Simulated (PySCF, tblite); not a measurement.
# C₃H₇FOSi: dynamics, then NMR shifts on frames, part 2 of 2

tblite 0.8.0 and PySCF 2.14.0. Atoms count from 0.

**5. Shielding tensors: 625 fs, PBE0/pcSseg-1**

Job settings and geometry (Å):

```
{"job": {"kind": "nmr", "xc": "PBE0", "basis": "pcSseg-1", "pop": false}, "charge": 0, "multiplicity": 1}
F     -2.949500    -2.736800     0.327800
C     -2.359800    -1.571300     0.237700
C     -1.528700    -1.326900     1.430100
C     -0.494600    -0.494900     1.416600
O     -0.167300     0.076100     0.240400
Si     0.871000     1.347600    -0.108400
H     -1.663800    -1.475500    -0.697000
H     -3.172500    -0.836400     0.130400
H     -1.844800    -2.083400     2.102700
H      0.177100    -0.331400     2.292100
H      1.520000     1.987000     1.004700
H      0.028700     2.447600    -0.609700
H      1.577900     0.671800    -1.133300
```

Method: GIAO PBE0/pcSseg-1 NMR shielding, non-relativistic, gas phase.

Standard output:

```text
coarse grid: 11400 points
cycle   1  E = -582.4253129408  dE =  7.917e-01  |g| = 7.157e-01  |ddm| = 3.152e+00
cycle   2  E = -582.3237560237  dE =  1.016e-01  |g| = 1.048e+00  |ddm| = 1.428e+00
cycle   3  E = -582.5119614173  dE = -1.882e-01  |g| = 1.292e-01  |ddm| = 9.821e-01
cycle   4  E = -582.5146332734  dE = -2.672e-03  |g| = 5.436e-02  |ddm| = 1.395e-01
cycle   5  E = -582.5152194786  dE = -5.862e-04  |g| = 1.525e-02  |ddm| = 5.142e-02
cycle   6  E = -582.5152715506  dE = -5.207e-05  |g| = 4.755e-03  |ddm| = 1.479e-02
cycle   7  E = -582.5152762294  dE = -4.679e-06  |g| = 8.317e-04  |ddm| = 3.443e-03
final grid: 105968 points
cycle   8  E = -582.5652019504  dE = -2.157e-05  |g| = 7.636e-03  |ddm| = 1.978e-02
cycle   9  E = -582.5651880436  dE =  1.391e-05  |g| = 1.168e-02  |ddm| = 1.264e-02
cycle  10  E = -582.5652121558  dE = -2.411e-05  |g| = 1.266e-03  |ddm| = 8.671e-03
cycle  11  E = -582.5652125196  dE = -3.638e-07  |g| = 2.537e-04  |ddm| = 1.244e-03
cycle  12  E = -582.5652125317  dE = -1.205e-08  |g| = 1.036e-04  |ddm| = 2.585e-04
cycle  13  E = -582.5652125342  dE = -2.506e-09  |g| = 2.174e-05  |ddm| = 9.969e-05
cycle  14  E = -582.5652125343  dE = -1.044e-10  |g| = 6.006e-06  |ddm| = 2.283e-05
converged SCF energy = -582.5652125343

GIAO shielding tensors (ppm)
atom      isotropic    diamagn.    paramagn.     s11        s22        s33       span
  0 F      426.390     466.591     -40.201    398.152    408.889    472.130     73.978
  1 C      106.906     248.820    -141.914     79.551     87.800    153.366     73.816
  2 C       64.772     255.494    -190.722    -25.434     84.195    135.554    160.988
  3 C       44.330     249.337    -205.007    -45.123     73.232    104.881    150.004
  4 O      237.604     402.195    -164.591    127.192    244.056    341.565    214.373
  5 Si     372.295     879.919    -507.625    309.211    340.595    467.080    157.869
  6 H       24.737      29.073      -4.336     19.683     25.256     29.272      9.590
  7 H       26.428      29.624      -3.196     21.766     27.530     29.989      8.223
  8 H       26.281      30.802      -4.521     24.187     25.627     29.028      4.841
  9 H       24.933      28.207      -3.274     21.664     26.355     26.778      5.115
 10 H       26.615      29.440      -2.825     23.923     25.284     30.638      6.715
 11 H       26.533      29.508      -2.976     23.218     25.408     30.973      7.755
 12 H       26.877      30.363      -3.486     22.789     25.468     32.373      9.584
```

Run time: 33 s. Hardware: 1 thread of Intel Xeon at 2.50GHz, shared host; peak memory 0.72 GiB.

In short: δ C3 142.6, C2 122.2, C1 80.0, F0 -255.4, H6 6.98, H9 6.78 ppm.

**6. Nuclear shieldings: 800 fs, PBE0/pcSseg-1**

Job settings and geometry (Å):

```
{"job": {"kind": "nmr", "xc": "PBE0", "basis": "pcSseg-1", "pop": false}, "charge": 0, "multiplicity": 1}
F     -1.919400    -3.216000     0.184700
C     -2.269600    -1.842900     0.347200
C     -1.667100    -1.007600     1.402700
C     -0.802200    -0.027500     1.069100
O     -0.525900     0.414300    -0.205800
Si     0.310000     1.792200    -0.652900
H     -1.982700    -1.327900    -0.597600
H     -3.349800    -1.912500     0.296700
H     -1.984700    -1.051400     2.458300
H     -0.177800     0.215100     1.835100
H      1.613000     1.755100    -0.132700
H     -0.487700     2.900100    -0.345900
H      0.508600     1.476300    -2.058100
```

Method: GIAO PBE0/pcSseg-1 NMR shielding, non-relativistic, gas phase.

Standard output:

```text
coarse grid: 11400 points
cycle   1  E = -582.4154951975  dE =  6.406e-01  |g| = 7.208e-01  |ddm| = 3.153e+00
cycle   2  E = -582.3006434012  dE =  1.149e-01  |g| = 1.104e+00  |ddm| = 1.377e+00
cycle   3  E = -582.5040928201  dE = -2.034e-01  |g| = 1.109e-01  |ddm| = 9.105e-01
cycle   4  E = -582.5058342487  dE = -1.741e-03  |g| = 6.436e-02  |ddm| = 1.332e-01
cycle   5  E = -582.5067366126  dE = -9.024e-04  |g| = 1.572e-02  |ddm| = 5.880e-02
cycle   6  E = -582.5067936387  dE = -5.703e-05  |g| = 3.906e-03  |ddm| = 1.507e-02
cycle   7  E = -582.5067969654  dE = -3.327e-06  |g| = 9.249e-04  |ddm| = 3.156e-03
final grid: 105968 points
cycle   8  E = -582.5585502263  dE = -2.212e-05  |g| = 9.761e-03  |ddm| = 1.891e-02
cycle   9  E = -582.5585238397  dE =  2.639e-05  |g| = 1.559e-02  |ddm| = 1.649e-02
cycle  10  E = -582.5585676370  dE = -4.380e-05  |g| = 1.525e-03  |ddm| = 1.101e-02
cycle  11  E = -582.5585681554  dE = -5.183e-07  |g| = 3.989e-04  |ddm| = 1.508e-03
cycle  12  E = -582.5585681886  dE = -3.318e-08  |g| = 1.313e-04  |ddm| = 3.927e-04
cycle  13  E = -582.5585681925  dE = -3.967e-09  |g| = 2.272e-05  |ddm| = 1.170e-04
cycle  14  E = -582.5585681926  dE = -1.035e-10  |g| = 9.187e-06  |ddm| = 2.465e-05
converged SCF energy = -582.5585681926

GIAO shielding tensors (ppm)
atom      isotropic    diamagn.    paramagn.     s11        s22        s33       span
  0 F      393.702     469.628     -75.926    333.247    396.653    451.205    117.958
  1 C      110.370     241.011    -130.641     65.867     84.188    181.055    115.188
  2 C       65.461     259.102    -193.641    -49.042     95.645    149.779    198.821
  3 C       22.682     253.148    -230.466    -87.002     47.019    108.029    195.031
  4 O      228.988     399.758    -170.770     96.971    228.683    361.312    264.341
  5 Si     375.166     880.502    -505.336    325.451    338.366    461.681    136.229
  6 H       25.296      29.276      -3.980     19.752     25.416     30.718     10.966
  7 H       26.832      26.996      -0.164     22.205     27.109     31.182      8.977
  8 H       25.635      29.021      -3.386     23.781     25.412     27.713      3.932
  9 H       25.467      33.371      -7.905     22.399     23.456     30.546      8.147
 10 H       27.239      30.889      -3.650     24.050     25.728     31.940      7.890
 11 H       27.443      29.843      -2.400     23.900     25.694     32.735      8.835
 12 H       26.669      29.883      -3.214     23.221     25.723     31.062      7.841
```

Wall time 29 s (1 thread of Intel Xeon at 2.50GHz, shared host); peak memory 0.72 GiB.

In short: δ C3 164.2, C2 121.5, C1 76.6, F0 -222.8, H6 6.42, H9 6.25 ppm.

**7. Nuclear shieldings: 1000 fs, PBE0/pcSseg-1**

Job settings and geometry (Å):

```
{"job": {"kind": "nmr", "xc": "PBE0", "basis": "pcSseg-1", "pop": false}, "charge": 0, "multiplicity": 1}
F     -1.618400    -2.518100    -0.447200
C     -2.181000    -2.305000     0.798400
C     -1.269900    -1.681900     1.746400
C     -0.673300    -0.513400     1.539400
O     -1.143500     0.293200     0.468900
Si    -0.650200     0.789400    -1.000100
H     -3.226800    -1.824400     0.789000
H     -2.285500    -3.294800     1.204900
H     -1.130800    -2.149900     2.701200
H      0.109400    -0.035000     2.104000
H     -1.410000     0.155100    -2.153500
H      0.801200     0.642800    -1.151100
H     -1.088400     2.177400    -0.747300
```

Level: GIAO PBE0/pcSseg-1 NMR shielding, non-relativistic, gas phase.

Standard output:

```text
coarse grid: 11400 points
cycle   1  E = -582.4165609629  dE =  6.364e-01  |g| = 7.517e-01  |ddm| = 3.137e+00
cycle   2  E = -582.2759528542  dE =  1.406e-01  |g| = 1.172e+00  |ddm| = 1.425e+00
cycle   3  E = -582.5124562575  dE = -2.365e-01  |g| = 1.289e-01  |ddm| = 9.970e-01
cycle   4  E = -582.5151095647  dE = -2.653e-03  |g| = 6.238e-02  |ddm| = 1.415e-01
cycle   5  E = -582.5159109885  dE = -8.014e-04  |g| = 1.593e-02  |ddm| = 5.537e-02
cycle   6  E = -582.5159680394  dE = -5.705e-05  |g| = 4.954e-03  |ddm| = 1.558e-02
cycle   7  E = -582.5159731450  dE = -5.106e-06  |g| = 1.155e-03  |ddm| = 3.756e-03
final grid: 105968 points
cycle   8  E = -582.5684533495  dE = -2.028e-05  |g| = 1.020e-02  |ddm| = 1.941e-02
cycle   9  E = -582.5684265011  dE =  2.685e-05  |g| = 1.603e-02  |ddm| = 1.690e-02
cycle  10  E = -582.5684722787  dE = -4.578e-05  |g| = 1.428e-03  |ddm| = 1.110e-02
cycle  11  E = -582.5684727376  dE = -4.589e-07  |g| = 3.264e-04  |ddm| = 1.427e-03
cycle  12  E = -582.5684727575  dE = -1.991e-08  |g| = 1.384e-04  |ddm| = 3.214e-04
cycle  13  E = -582.5684727620  dE = -4.460e-09  |g| = 2.665e-05  |ddm| = 1.196e-04
cycle  14  E = -582.5684727621  dE = -1.392e-10  |g| = 1.051e-05  |ddm| = 2.451e-05
converged SCF energy = -582.5684727621

GIAO shielding tensors (ppm)
atom      isotropic    diamagn.    paramagn.     s11        s22        s33       span
  0 F      411.018     477.872     -66.853    342.622    430.578    459.856    117.234
  1 C      109.674     229.008    -119.335     74.115     87.418    167.488     93.373
  2 C       66.852     260.922    -194.070    -45.095     96.395    149.254    194.349
  3 C       23.931     251.188    -227.257    -80.230     55.496     96.527    176.756
  4 O      223.814     398.934    -175.120    142.677    184.567    344.198    201.521
  5 Si     382.189     879.685    -497.496    333.514    355.232    457.822    124.308
  6 H       25.311      23.832       1.480     22.064     24.326     29.544      7.480
  7 H       27.003      24.507       2.497     21.982     26.813     32.216     10.234
  8 H       26.391      31.100      -4.709     24.521     26.225     28.428      3.907
  9 H       24.706      31.311      -6.605     22.054     24.970     27.094      5.040
 10 H       25.807      28.784      -2.977     22.465     25.268     29.687      7.222
 11 H       26.503      30.623      -4.120     23.744     24.747     31.017      7.273
 12 H       26.017      29.505      -3.488     22.106     24.611     31.334      9.228
```

Wall time 32 s (1 thread of Intel Xeon at 2.50GHz, shared host); peak memory 0.73 GiB.

This run: δ C3 163.0, C2 120.1, C1 77.3, F0 -240.1, H9 7.01, H6 6.41 ppm.

**8. Side by side: NMR shifts**

Shifts (ppm) of some atoms, chosen among heavy atoms and hydrogens apart, with basis size and wall time:

| frame | C3 | C2 | H10 | H9 | F0 | O4 | Si5 | functions | time |
| --- | --- | --- | --- | --- | --- | --- | --- | --- | --- |
| 250 fs | 149.7 | 111.8 | 6.87 | 5.16 | -263.5 | 109.1 | -38.8 | 144 | 44 s |
| 425 fs | 148.6 | 116.5 | 3.91 | 7.27 | -264.1 | 76.0 | -45.6 | 144 | 32 s |
| 625 fs | 142.6 | 122.2 | 5.10 | 6.78 | -255.4 | 98.5 | -23.1 | 144 | 33 s |
| 800 fs | 164.2 | 121.5 | 4.48 | 6.25 | -222.8 | 107.1 | -26.0 | 144 | 29 s |
| 1000 fs | 163.0 | 120.1 | 5.91 | 7.01 | -240.1 | 112.3 | -33.0 | 144 | 32 s |

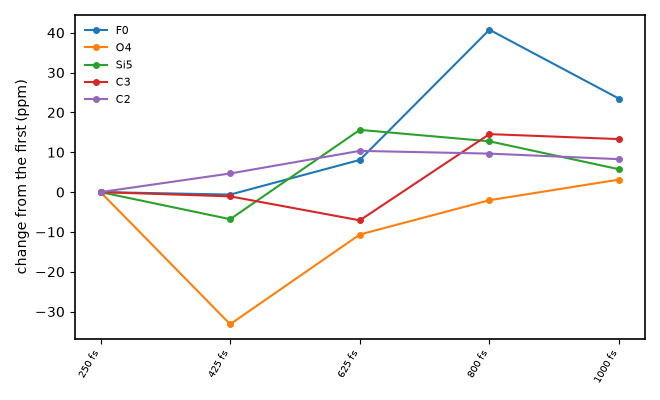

How five of the tabulated atoms move from run to run.

**9. What came out**

What follows sums up all 2 parts.

| quantity | value |
| --- | --- |
| thermostat | 600 K |
| mean temperature, second half | 588 K |
| mean potential energy above the minimum | 0.73 eV |
| 13C shifts against TMS (PBE0/pcSseg-1, 250 fs) | 149.7, 111.8, 78.1 ppm |
| 1H shifts against TMS (PBE0/pcSseg-1, 250 fs) | 6.87, 6.07, 5.99, 5.99, 5.30, 5.16, 4.74 ppm |
| 19F shifts against CFCl3 (PBE0/pcSseg-1, 250 fs) | -263.5 ppm |
| 17O shifts against H2O (PBE0/pcSseg-1, 250 fs) | 109.1 ppm |
| 29Si shifts against TMS (PBE0/pcSseg-1, 250 fs) | -38.8 ppm |
| surface potential, least and greatest | -1.08 V and 1.49 V |
| range of the shift of F0 | -264.1 to -222.8 ppm |

What this shows: In the second half the potential energy averages 0.73 eV above the minimum; equipartition over 33 harmonic modes at 600 K would give 0.85 eV. With 13 atoms the temperature swings widely (187 to 756 K). Shifts at one fixed geometry are not the observed spectrum, which averages over the motion. In the first frame run (250 fs): The largest span, 222 ppm, is at O4, where the paramagnetic term is -176 ppm. In ppm, F0 moves most: its shift spreads over 41.4 ppm, from -264.1 (425 fs) to -222.8 (800 fs).
